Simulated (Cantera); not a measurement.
Feed: 1 mol FeCl₂, 0.57 mol H₂, 0.63 mol N₂, held at 13.3 mbar.

Equilibrium computed with Cantera from the NASA thermochemical tables; the gas is ideal and each condensed phase is pure. Candidate condensed phases: Fe, FeCl₂, FeCl₃, NH₄Cl; 18 gas species. The numbers say what is thermodynamically allowed, not how fast it happens.

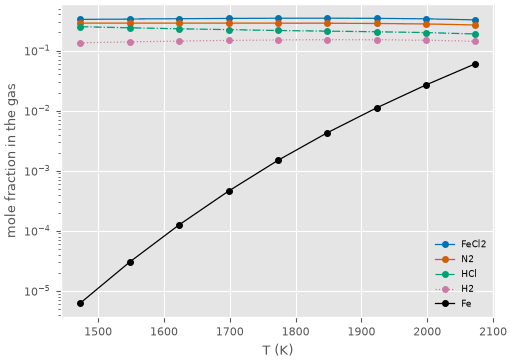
*Equilibrium gas composition (values under 1e-9 drawn at 1e-9)*

From 1473 K to 1623 K the condensed part is Fe(γ). From 1698 K to 1773 K the condensed part is Fe(δ). From 1848 K to 2073 K the condensed part is Fe(l). The main Fe-bearing gas is FeCl₂ throughout. The share of Fe in condensed phases is highest at 1473 K (27.4 %) and lowest at 2073 K (8.9 %).
